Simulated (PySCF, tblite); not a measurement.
**C2H12B2N3P: geometry, infrared bands and NMR shifts**

What infrared bands and NMR shifts should C2H12B2N3P (`CNB(N)N(C)BP`) show?

The runs use tblite 0.8.0 and PySCF 2.14.0, with density-fitted response routines of our own; the level of theory stands in each step. All values are computed, except where a source is named. Atoms are numbered from 0 throughout.

**1. The starting structure**

20 atoms, charge 0, multiplicity 1; geometry from: force field or distance geometry start.

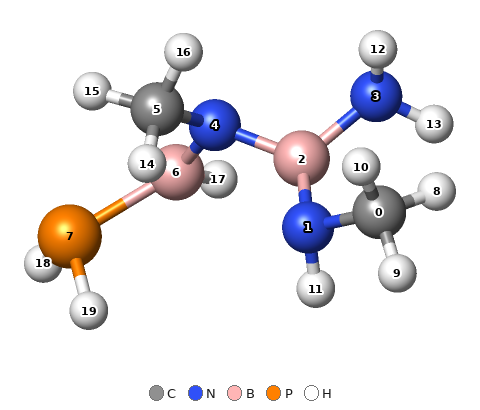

As it starts; carbon grey, nitrogen blue, boron pink, phosphorus orange, hydrogen white, atoms numbered; sticks join atoms by distance.

**2. Geometry optimisation with GFN2-xTB**

The job: settings as JSON, then the geometry in Å.

```
{"job": {"kind": "relax", "xc": "GFN2-xTB", "basis": "xTB"}, "charge": 0, "multiplicity": 1}
C     -2.518400     0.661300    -0.628000
N     -1.091700     0.689800    -0.689500
B     -0.465500    -0.637200    -0.207900
N     -1.410100    -1.800000     0.037400
N      0.780700    -0.608500     0.632200
C      0.792800     0.400300     1.639700
B      2.053400    -0.735800    -0.165900
P      3.381100     0.671900    -0.218300
H     -2.914400    -0.309100    -0.963900
H     -2.945000     1.436700    -1.316900
H     -2.876100     0.949200     0.387500
H     -0.826000     0.893900    -1.673300
H     -1.977700    -1.699800     0.915100
H     -1.921900    -2.120800    -0.791000
H      0.594800     1.433900     1.291200
H      1.806900     0.405300     2.133200
H      0.033100     0.097500     2.403100
H      2.150600    -1.649600    -0.918700
H      4.551800     0.184700    -0.898500
H      2.796400     1.747200    -0.970600
```

Started as:

```bash
$ OMP_NUM_THREADS=1 python probes_run.py task.json out
```

The driver reads the jobs from task.json and runs them one after another.

Output:

```text
step      E/eV     max force
  0    -656.60452    3.845
  1    -657.15979    1.843
  2    -657.53172    1.942
  3    -657.75228    1.134
  4    -657.97328    0.966
  5    -658.08524    0.830
  6    -658.20145    0.780
  7    -658.28336    0.584
  8    -658.34747    0.595
  9    -658.41409    0.552
 10    -658.48445    0.750
 11    -658.55460    0.782
 12    -658.61369    0.650
 13    -658.65826    0.483
 14    -658.68049    1.324
 15    -658.72421    0.529
 16    -658.77670    0.684
 17    -658.84003    0.780
 18    -658.90698    1.101
 19    -658.98333    0.678
 20    -659.07475    0.859
 21    -659.11555    1.728
 22    -659.16106    1.360
 23    -659.21844    0.469
 24    -659.25932    0.297
 25    -659.31021    0.418
 26    -659.32753    0.354
 27    -659.35395    0.281
 28    -659.36812    0.227
 29    -659.37816    0.214
 30    -659.38691    0.197
 31    -659.39625    0.303
 32    -659.40287    0.374
 33    -659.41236    0.206
 34    -659.41941    0.218
 35    -659.42393    0.185
 36    -659.43031    0.176
 37    -659.43638    0.165
 38    -659.44188    0.162
 39    -659.44713    0.179
 40    -659.45304    0.255
 41    -659.45984    0.262
 42    -659.46650    0.188
 43    -659.47206    0.173
 44    -659.47775    0.190
 45    -659.48579    0.253
 46    -659.49528    0.230
 47    -659.50363    0.215
 48    -659.50934    0.197
 49    -659.51435    0.197
 50    -659.52059    0.195
 51    -659.52864    0.168
 52    -659.53362    0.149
 53    -659.53751    0.145
 54    -659.54181    0.159
 55    -659.54611    0.142
 56    -659.54910    0.155
 57    -659.55101    0.121
 58    -659.55276    0.157
 59    -659.55513    0.161
 60    -659.55844    0.141
 61    -659.56245    0.155
 62    -659.56490    0.138
 63    -659.56710    0.073
 64    -659.56866    0.084
 65    -659.56962    0.076
 66    -659.57022    0.058
 67    -659.57072    0.049
 68    -659.57127    0.054
 69    -659.57175    0.050
 70    -659.57218    0.050
 71    -659.57261    0.050
 72    -659.57300    0.042
 73    -659.57329    0.036
 74    -659.57352    0.043
 75    -659.57376    0.041
 76    -659.57406    0.044
 77    -659.57435    0.042
 78    -659.57457    0.036
 79    -659.57473    0.027
 80    -659.57489    0.033
 81    -659.57508    0.031
 82    -659.57526    0.027
 83    -659.57539    0.024
 84    -659.57551    0.021
 85    -659.57563    0.024
 86    -659.57576    0.027
 87    -659.57592    0.028
 88    -659.57611    0.033
 89    -659.57634    0.034
 90    -659.57661    0.037
 91    -659.57693    0.048
 92    -659.57729    0.053
 93    -659.57768    0.043
 94    -659.57808    0.045
 95    -659.57844    0.047
 96    -659.57881    0.046
 97    -659.57929    0.060
 98    -659.57996    0.072
 99    -659.58074    0.058
100    -659.58146    0.063
101    -659.58204    0.069
102    -659.58261    0.065
103    -659.58333    0.089
104    -659.58434    0.084
105    -659.58539    0.058
106    -659.58593    0.072
107    -659.58652    0.073
108    -659.58737    0.084
109    -659.58833    0.079
110    -659.58953    0.093
111    -659.59082    0.102
112    -659.59313    0.130
113    -659.59579    0.159
114    -659.59919    0.151
115    -659.60123    0.198
116    -659.60367    0.165
117    -659.60558    0.119
118    -659.60714    0.114
119    -659.60852    0.090
120    -659.61011    0.069
121    -659.61104    0.115
122    -659.61183    0.081
123    -659.61270    0.075
124    -659.61348    0.082
125    -659.61424    0.065
126    -659.61535    0.081
127    -659.61673    0.074
128    -659.61806    0.074
129    -659.61902    0.078
130    -659.61986    0.079
131    -659.62033    0.081
132    -659.62089    0.064
133    -659.62128    0.049
134    -659.62166    0.041
135    -659.62196    0.038
136    -659.62224    0.032
137    -659.62253    0.036
138    -659.62290    0.044
139    -659.62344    0.056
140    -659.62428    0.067
141    -659.62529    0.076
142    -659.62624    0.097
143    -659.62713    0.085
144    -659.62787    0.071
145    -659.62871    0.085
146    -659.62948    0.109
147    -659.63014    0.072
148    -659.63082    0.066
149    -659.63157    0.054
150    -659.63253    0.069
151    -659.63370    0.085
152    -659.63482    0.109
153    -659.63598    0.078
154    -659.63731    0.078
155    -659.63818    0.079
156    -659.63913    0.077
157    -659.64003    0.089
158    -659.64072    0.065
159    -659.64120    0.059
160    -659.64159    0.075
161    -659.64206    0.065
162    -659.64262    0.054
163    -659.64335    0.071
164    -659.64405    0.082
165    -659.64467    0.063
166    -659.64518    0.044
167    -659.64569    0.046
168    -659.64617    0.045
169    -659.64652    0.040
170    -659.64681    0.046
171    -659.64705    0.039
172    -659.64728    0.030
173    -659.64758    0.034
174    -659.64780    0.033
175    -659.64809    0.035
176    -659.64836    0.036
177    -659.64865    0.032
178    -659.64893    0.032
179    -659.64918    0.036
180    -659.64937    0.027
181    -659.64953    0.025
182    -659.64966    0.024
183    -659.64979    0.026
184    -659.64992    0.027
185    -659.65003    0.028
186    -659.65018    0.028
187    -659.65039    0.033
188    -659.65063    0.042
189    -659.65087    0.041
190    -659.65116    0.028
191    -659.65140    0.038
192    -659.65159    0.035
193    -659.65172    0.023
194    -659.65181    0.020
195    -659.65189    0.024
196    -659.65197    0.026
197    -659.65206    0.022
198    -659.65218    0.024
199    -659.65231    0.026
200    -659.65243    0.025
201    -659.65253    0.023
202    -659.65263    0.019
203    -659.65274    0.022
204    -659.65286    0.030
205    -659.65297    0.029
206    -659.65308    0.021
207    -659.65318    0.021
208    -659.65328    0.027
209    -659.65339    0.033
210    -659.65354    0.032
211    -659.65370    0.030
212    -659.65384    0.023
213    -659.65392    0.020
214    -659.65397    0.014
215    -659.65400    0.011
216    -659.65402    0.010
217    -659.65403    0.009
```

It took 1.4 s on 1 thread of Arm Neoverse V2, shared host.

Relaxation path: (not every step is listed)

```
step  energy from step 0 (eV)  largest force (eV/Å)
   0                   0.0000                3.8451
   1                  -0.5553                1.8427
   2                  -0.9272                1.9421
   3                  -1.1478                1.1342
   4                  -1.3688                0.9656
   5                  -1.4807                0.8299
   6                  -1.5969                0.7803
   7                  -1.6788                0.5839
   8                  -1.7430                0.5953
  28                  -2.7636                0.2271
  48                  -2.9048                0.1965
  68                  -2.9668                0.0542
  88                  -2.9716                0.0334
 108                  -2.9828                0.0835
 128                  -3.0135                0.0740
 148                  -3.0263                0.0664
 168                  -3.0417                0.0448
 188                  -3.0461                0.0422
 208                  -3.0488                0.0267
 212                  -3.0493                0.0233
 213                  -3.0494                0.0202
 214                  -3.0494                0.0137
 215                  -3.0495                0.0108
 216                  -3.0495                0.0101
 217                  -3.0495                0.0093
```

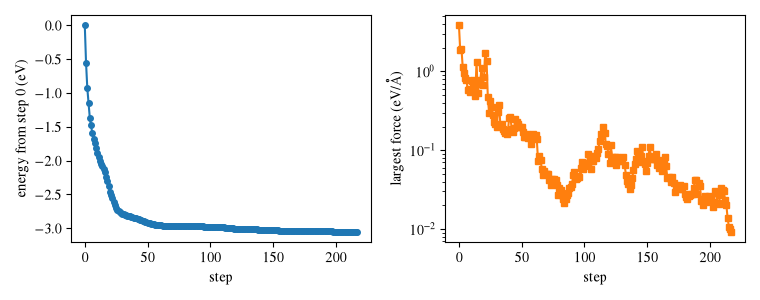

Energy and force, step by step.

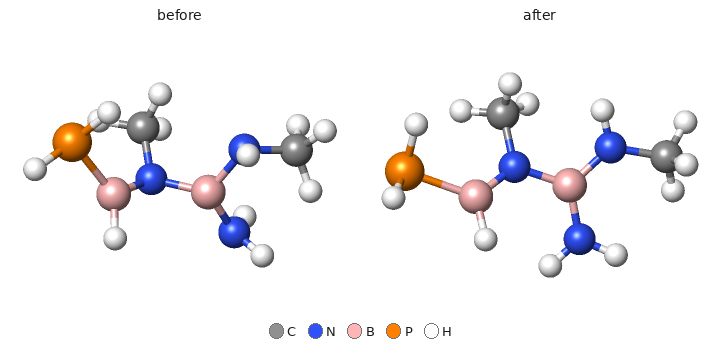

The geometry before (left) and after (right).

Close pairs (by a distance rule), those that changed most:

```
  bond  before (Å)  after (Å)  change (Å)
 N1–B2       1.544      1.410      -0.135
 N4–B6       1.508      1.386      -0.122
 B2–N3       1.518      1.403      -0.115
P7–H18       1.439      1.383      -0.056
P7–H19       1.437      1.385      -0.052
N3–H12       1.050      1.002      -0.048
C5–H15       1.128      1.093      -0.035
N1–H11       1.039      1.006      -0.033
```

The end geometry stands in the next job.

**3. Harmonic vibrations with GFN2-xTB**

The job: settings as JSON, then the geometry in Å.

```
{"job": {"kind": "ir", "xc": "GFN2-xTB", "basis": "xTB"}, "charge": 0, "multiplicity": 1}
C     -2.965906     0.524819    -0.572640
N     -1.579116     0.616208    -0.181808
B     -0.623591    -0.419692    -0.155633
N     -0.952767    -1.738371    -0.501978
N      0.744566    -0.106425     0.305093
C      0.867544     0.968972     1.278729
B      1.874017    -0.733719    -0.196752
P      3.637023    -0.294749     0.423894
H     -3.348929    -0.466773    -0.337229
H     -3.104581     0.703927    -1.646234
H     -3.561210     1.257939    -0.024773
H     -1.271443     1.566984    -0.062625
H     -0.282858    -2.482120    -0.450035
H     -1.830267    -2.012155    -0.902966
H      0.977455     1.941560     0.786551
H      1.750271     0.805551     1.901711
H     -0.012669     0.998745     1.920740
H      1.766823    -1.595220    -0.986483
H      4.305732    -0.587064    -0.751041
H      3.604758     1.062262     0.150442
```

Output:

```text
mode    cm-1     km/mol
  1      49.1      0.72
  2      87.9      0.26
  3      93.5      1.11
  4     112.5      1.05
  5     155.9      3.45
  6     159.2      2.02
  7     189.4      2.06
  8     243.7      2.27
  9     260.3      1.18
 10     305.6      8.48
 11     324.8      3.24
 12     377.1    153.23
 13     407.3      0.07
 14     458.7      4.86
 15     504.7      8.42
 16     518.7     43.94
 17     556.1    121.45
 18     584.6     34.83
 19     674.0     16.03
 20     730.1     11.91
 21     780.1     58.19
 22     800.3     22.08
 23     831.7     11.32
 24     977.7     10.80
 25    1080.3     19.25
 26    1083.3     52.98
 27    1094.5     91.76
 28    1103.9      2.32
 29    1116.4      2.39
 30    1159.1     41.69
 31    1169.2      2.30
 32    1243.0    263.76
 33    1359.5    190.65
 34    1387.0    185.61
 35    1413.7    120.90
 36    1422.4    113.84
 37    1450.4    252.60
 38    1484.0      5.78
 39    1489.5     12.33
 40    1491.6     16.88
 41    1500.4     20.15
 42    1527.5    194.94
 43    2287.2    148.01
 44    2381.9    170.08
 45    2595.1    147.34
 46    2896.0     80.37
 47    2917.1     43.68
 48    2960.9     33.68
 49    2974.9     59.33
 50    2996.7     32.12
 51    3016.3     31.27
 52    3486.2      3.56
 53    3533.3      1.95
 54    3576.4      0.35
```

Wall time 0.62 s (1 thread of Arm Neoverse V2, shared host).

Which atoms move in the most intense modes:

```
cm⁻¹  km/mol                                atoms
 377   153.2          H13 60 %, N3 17 %, H12 16 %
1243   263.8           B2 31 %, H11 20 %, N4 17 %
1360   190.7                    B2 39 %, H11 25 %
1387   185.6  N4 29 %, B6 24 %, H15 12 %, C5 11 %
1450   252.6  B2 26 %, N1 25 %, H9 13 %, H10 11 %
1528   194.9          H13 35 %, H12 33 %, N3 17 %
2287   148.0                   H19 62 %, H18 36 %
2382   170.1                   H18 61 %, H19 35 %
```

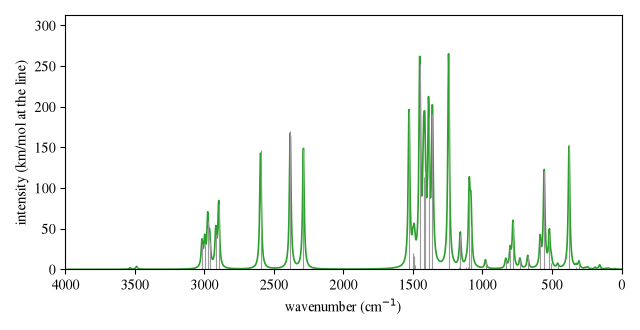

The infrared spectrum from these modes, unscaled. Lines are broadened to a width of 14 cm⁻¹ (Lorentzian).

**4. Nuclear shieldings: PBE0/pcSseg-1**

The job, as its differences from that of step 3:

```diff
@@ -1,2 +1,2 @@
-{"job": {"kind": "ir", "xc": "GFN2-xTB", "basis": "xTB"}, "charge": 0, "multiplicity": 1}
+{"job": {"kind": "nmr", "xc": "PBE0", "basis": "pcSseg-1"}, "charge": 0, "multiplicity": 1}
 C     -2.965906     0.524819    -0.572640
```

Method: GIAO PBE0/pcSseg-1 NMR shielding, non-relativistic, gas phase.

Output:

```text
coarse grid: 16600 points
cycle   1  E = -638.2380450026  dE =  8.427e-01  |g| = 5.285e-01  |ddm| = 3.771e+00
cycle   2  E = -638.2167023330  dE =  2.134e-02  |g| = 6.309e-01  |ddm| = 1.021e+00
cycle   3  E = -638.3055205393  dE = -8.882e-02  |g| = 7.554e-02  |ddm| = 5.867e-01
cycle   4  E = -638.3065601786  dE = -1.040e-03  |g| = 3.591e-02  |ddm| = 8.247e-02
cycle   5  E = -638.3068188625  dE = -2.587e-04  |g| = 1.017e-02  |ddm| = 2.866e-02
cycle   6  E = -638.3068400357  dE = -2.117e-05  |g| = 2.436e-03  |ddm| = 9.419e-03
cycle   7  E = -638.3068413866  dE = -1.351e-06  |g| = 5.090e-04  |ddm| = 2.928e-03
final grid: 154200 points
cycle   8  E = -638.3440021496  dE = -5.246e-05  |g| = 1.041e-02  |ddm| = 3.574e-02
cycle   9  E = -638.3439895662  dE =  1.258e-05  |g| = 1.284e-02  |ddm| = 1.924e-02
cycle  10  E = -638.3440277390  dE = -3.817e-05  |g| = 1.316e-03  |ddm| = 1.091e-02
cycle  11  E = -638.3440280962  dE = -3.572e-07  |g| = 3.088e-04  |ddm| = 9.980e-04
cycle  12  E = -638.3440281147  dE = -1.846e-08  |g| = 9.875e-05  |ddm| = 2.679e-04
cycle  13  E = -638.3440281166  dE = -1.939e-09  |g| = 2.795e-05  |ddm| = 9.080e-05
cycle  14  E = -638.3440281168  dE = -1.905e-10  |g| = 4.321e-06  |ddm| = 2.961e-05
converged SCF energy = -638.3440281168

GIAO shielding tensors (ppm)
atom      isotropic    diamagn.    paramagn.     s11        s22        s33       span
  0 C      156.135     241.056     -84.920    132.555    149.219    186.632     54.077
  1 N      206.463     325.415    -118.951    170.122    212.019    237.249     67.127
  2 B       77.071     197.677    -120.606     52.002     77.429    101.782     49.780
  3 N      210.987     318.562    -107.574    178.429    219.108    235.425     56.997
  4 N      111.967     326.380    -214.414    -36.186    132.724    239.362    275.548
  5 C      147.591     248.759    -101.168    130.538    134.176    178.059     47.521
  6 B       53.701     198.697    -144.996      1.761     44.622    114.720    112.958
  7 P      570.477     968.293    -397.816    526.455    565.595    619.382     92.927
  8 H       29.054      28.987       0.067     24.842     28.176     34.143      9.302
  9 H       28.763      27.608       1.154     23.470     26.560     36.258     12.787
 10 H       28.849      27.001       1.848     23.692     27.025     35.830     12.138
 11 H       30.032      36.851      -6.819     20.636     32.393     37.066     16.430
 12 H       29.282      33.551      -4.269     22.278     27.877     37.691     15.413
 13 H       29.649      32.589      -2.940     22.558     28.211     38.178     15.620
 14 H       28.831      32.289      -3.458     25.237     26.926     34.331      9.094
 15 H       28.775      31.344      -2.569     23.573     30.350     32.403      8.830
 16 H       28.747      31.900      -3.153     24.027     29.010     33.205      9.178
 17 H       25.607      34.035      -8.429     22.473     23.791     30.557      8.084
 18 H       30.117      30.651      -0.534     25.195     26.976     38.180     12.985
 19 H       30.136      31.348      -1.212     24.555     29.117     36.735     12.180
```

Run time: 30 s. Hardware: 1 thread of Arm Neoverse V2, shared host; peak memory 0.91 GiB.

The references, computed at this level on geometries of the same kind, shield at (ppm): 1H TMS 31.72, 13C TMS 186.9, 15N NH3 267.7, 31P H3PO4 318.4, 11B BF3·OEt2 100.1. Their shielding less the atom's gives the shift. The references are single molecules in the gas phase, so shifts against H2O, NH3, PH3, H3PO4 or CFCl3 are not on the usual liquid scales and can be off by tens of ppm. Atoms listed in one row are averaged.

```
        atoms                              environment  σ (ppm)  δ (ppm)  δ scaled to CDCl3
           C5                methyl carbon bonded to N    147.6     39.3               36.5
           C0                methyl carbon bonded to N    156.1     30.8               28.1
          H17       hydrogen on a boron bonded to N, P    25.61     6.11                  –
H14, H15, H16  hydrogen on a methyl carbon bonded to N    28.78     2.93               2.87
  H8, H9, H10  hydrogen on a methyl carbon bonded to N    28.89     2.83               2.77
     H12, H13       hydrogen on a nitrogen bonded to B    29.47     2.25                  –
          H11    hydrogen on a nitrogen bonded to C, B    30.03     1.69                  –
     H18, H19     hydrogen on a phosphorus bonded to B    30.13     1.59                  –
           N4                nitrogen bonded to C, 2 B    112.0    155.8                  –
           N1               nitrogen bonded to C, B, H    206.5     61.3                  –
           N3                nitrogen bonded to B, 2 H    211.0     56.7                  –
           B6                  boron bonded to N, P, H     53.7     46.4                  –
           B2                      boron bonded to 3 N     77.1     23.0                  –
           P7              phosphorus bonded to B, 2 H    570.5   -252.1                  –
```

The scaled column applies a straight-line fit of computed shieldings to shifts measured in CDCl3 (root-mean-square error 0.16 ppm for H, 1.9 ppm for C).

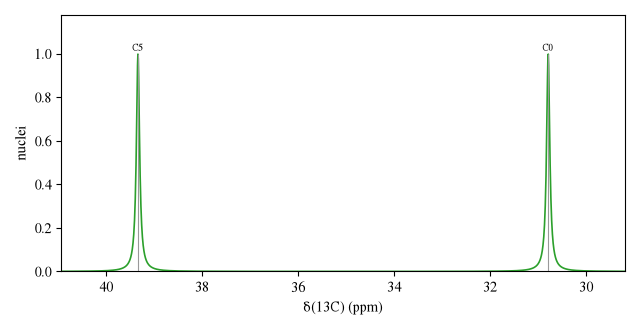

13C lines at the computed shifts, without couplings. Lines are broadened to a width of 0.08 ppm (Lorentzian).

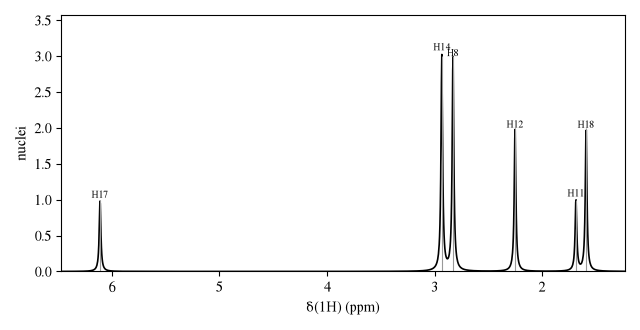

1H lines at the computed shifts, without couplings. Lines are broadened to a width of 0.02 ppm (Lorentzian).

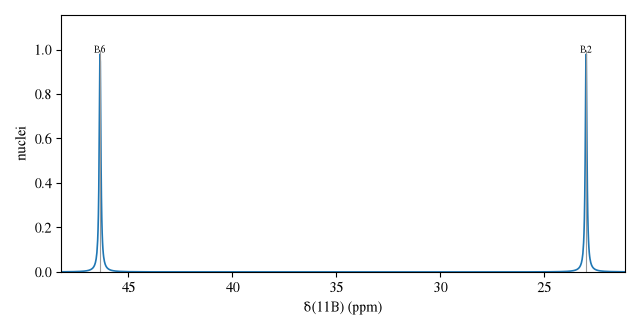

11B lines at the computed shifts, without couplings. Lines are broadened to a width of 0.09 ppm (Lorentzian).

The run also stored atomic charges by several schemes (e):

```
atoms  Mulliken    IAO  Hirshfeld  ESP fit
   C0     -0.09  -0.29      -0.06    -0.26
   N1     -0.57  -0.44      -0.20    -0.36
   B2      0.64   0.35       0.20     0.36
   N3     -0.48  -0.60      -0.26    -0.91
   N4     -0.64  -0.29      -0.16    -0.23
   C5     -0.13  -0.30      -0.06    -0.14
   B6      0.10  -0.08       0.07     0.25
   P7     -0.20   0.03      -0.02    -0.41
```

IAO charges:

C0 -0.29; N1 -0.44; B2 0.35; N3 -0.60; N4 -0.29; C5 -0.30; B6 -0.08; P7 0.03; H8 0.14; H9 0.13; H10 0.14; H11 0.26; H12 0.27; H13 0.26; H14 0.13; H15 0.14; H16 0.15; H17 0.00; H18 -0.01; H19 -0.01

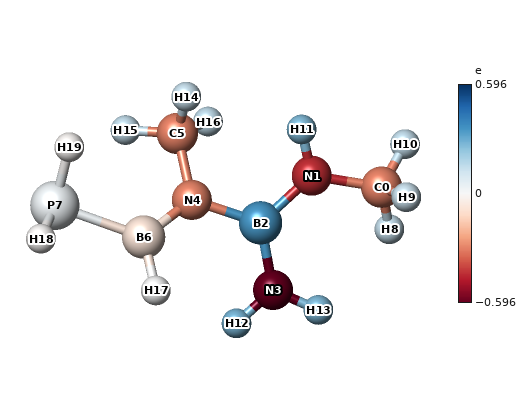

IAO charges, as colours on the atoms.

Mayer bond orders: C0–N1 0.98, N1–B2 1.15, B2–N3 1.22, B2–N4 0.89, N4–C5 0.96, N4–B6 1.34, B6–P7 1.05.

**5. Outcome**

| quantity | value |
| --- | --- |
| strongest single infrared mode (GFN2-xTB) | 1243 cm⁻¹, 264 km/mol |
| zero-point energy (GFN2-xTB) | 99.2 kcal/mol |
| 13C shifts against TMS (PBE0/pcSseg-1) | 39.3, 30.8 ppm |
| 1H shifts against TMS (PBE0/pcSseg-1, means over atoms taken as alike) | 6.11, 2.93, 2.83, 2.25, 1.69, 1.59 ppm |
| 15N shifts against NH3 (PBE0/pcSseg-1) | 155.8, 61.3, 56.7 ppm |
| 11B shifts against BF3·OEt2 (PBE0/pcSseg-1) | 46.4, 23.0 ppm |
| 31P shifts against H3PO4 (PBE0/pcSseg-1) | -252.1 ppm |

What this shows: The optimisation took 217 steps and gained 3.050 eV; among the close pairs (by a distance rule), N1–B2 changed most, from 1.544 to 1.410 Å. All 54 modes are real, so the xTB geometry is a minimum. The strongest single mode, at 1243 cm⁻¹, has its largest shares on B2, H11 and N4 (the list is cut at 3 atoms). GFN2-xTB is a fitted tight-binding method: band positions and strengths are rough. Its intensities can rank the bands wrongly. At PBE0/pcSseg-1: Shielding is most anisotropic at N4 (span 276 ppm, paramagnetic term -214 ppm).
